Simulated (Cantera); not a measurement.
Feed: 1 mol AlCl3, 5.4 mol N2, 5.5 mol H2, at 750 Torr.

Equilibrium computed with Cantera from the NASA thermochemical tables; the gas is ideal and each condensed phase is pure. Candidate condensed phases: Al, AlCl3, AlN, NH4Cl; 20 gas species. The tables' values for AlCl2 are old estimates; treat these amounts as uncertain. Equilibrium is a limit: real reactors are often held back by kinetics, nucleation or transport.

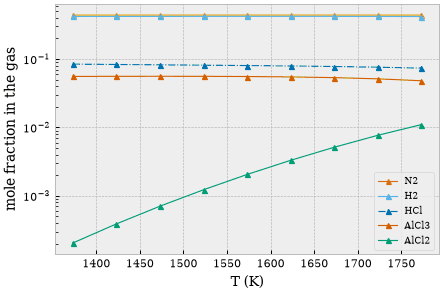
Figure. Equilibrium gas composition (values under 1e-9 drawn at 1e-9)

Read off the mole fractions at 1723 K.

N2 about 0.44, H2 about 0.42, HCl about 0.076, AlCl3 about 0.051, AlCl2 about 0.0077.
